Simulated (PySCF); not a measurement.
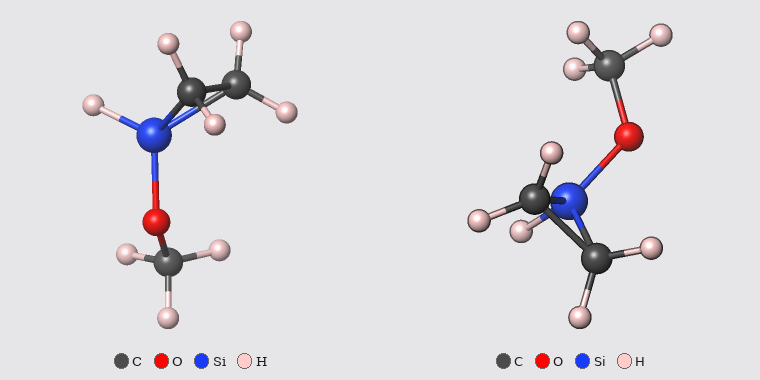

Two views of one molecule.

The geometry was computed by an optimisation with PBE0-D3(BJ)/def2-SVP. No frequency run is at hand to confirm it as a minimum.

Describe the molecule.

It has 13 atoms: 3 carbon, 8 hydrogen, 1 oxygen and 1 silicon (C₃H₈OSi). As SMILES it reads `CO[SiH]1CC1`. Independent rings (smallest set): 1 of 3 members. Among its groups: Si–H bond, Si–O bond. The point group is C1. Coordination, clear cases only: 1 C tetrahedral; 1 O bent.

More results for the same structure follow; atom numbers are the same in all pictures, views and colours differ.

Bond orders

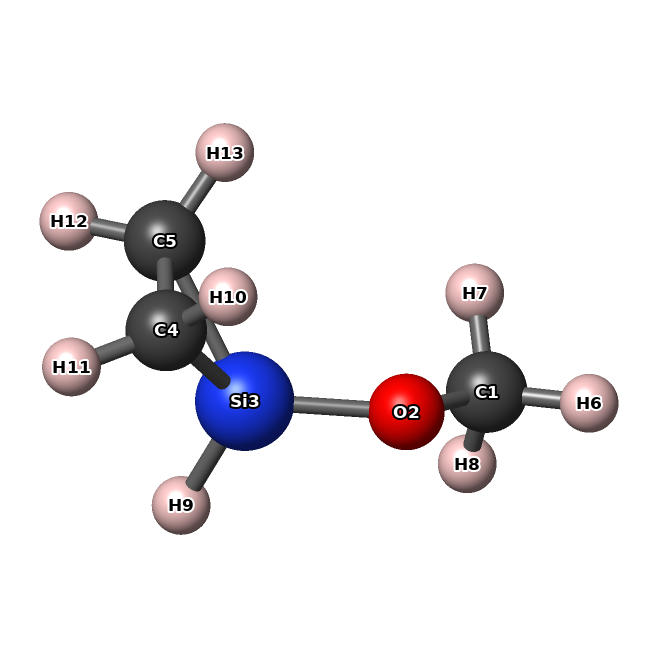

The thickness of each stick grows with its Mayer bond order. No frequency run is at hand to confirm it as a minimum. Computed with PBE0/pcSseg-0 (PySCF 2.14.0).

List the Mayer bond orders of C1–O2, C1–H6, C1–H7, C1–H8, O2–Si3, Si3–C4, Si3–C5, Si3–H9, C4–C5, C4–H10, C4–H11, C5–H12, C5–H13.

```tsv
bond	Mayer order	length (Å)
C1–O2	0.78	1.401
C1–H6	0.92	1.101
C1–H7	0.91	1.105
C1–H8	0.91	1.105
O2–Si3	0.81	1.658
Si3–C4	0.78	1.835
Si3–C5	0.73	1.847
Si3–H9	0.87	1.484
C4–C5	0.83	1.562
C4–H10	0.89	1.096
C4–H11	0.89	1.096
C5–H12	0.89	1.096
C5–H13	0.89	1.096
```

NMR shielding

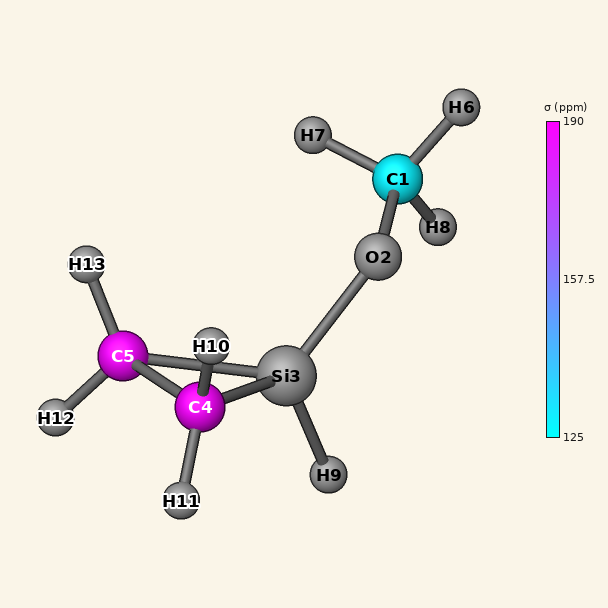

Atoms are coloured by their isotropic NMR shieldings (C only, the others grey). No frequency run is at hand to confirm it as a minimum. Method: GIAO PBE0/IGLO-III NMR shielding, non-relativistic, gas phase (PySCF 2.14.0).

Give the isotropic NMR shieldings of the C atoms atom by atom.

```json
{"atom": "C1", "σ (ppm)": "128.4"}
{"atom": "C4", "σ (ppm)": "188.1"}
{"atom": "C5", "σ (ppm)": "187.5"}
```

Ring current

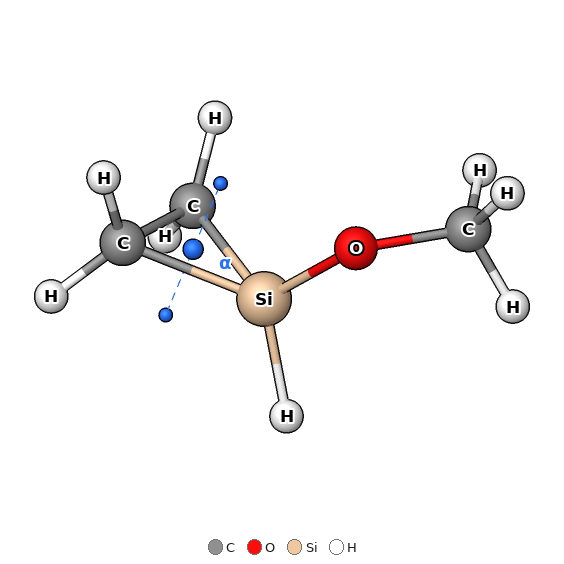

The small points mark where nucleus-independent chemical shifts (NICS) were computed: at the centre of each lettered ring and 1 Å above and below it. No frequency run is at hand to confirm it as a minimum. Method: GIAO PBE0/IGLO-III NMR shielding, non-relativistic, gas phase (PySCF 2.14.0).

Give NICS(0), NICS(1) and the out-of-plane component NICS(1)zz for each ring (means of the two sides).

| ring | members | NICS(0) | NICS(1) | NICS(1)zz |
| --- | --- | --- | --- | --- |
| α | C2Si | −20.6 | −6.1 | −12.1 |

Values in ppm.
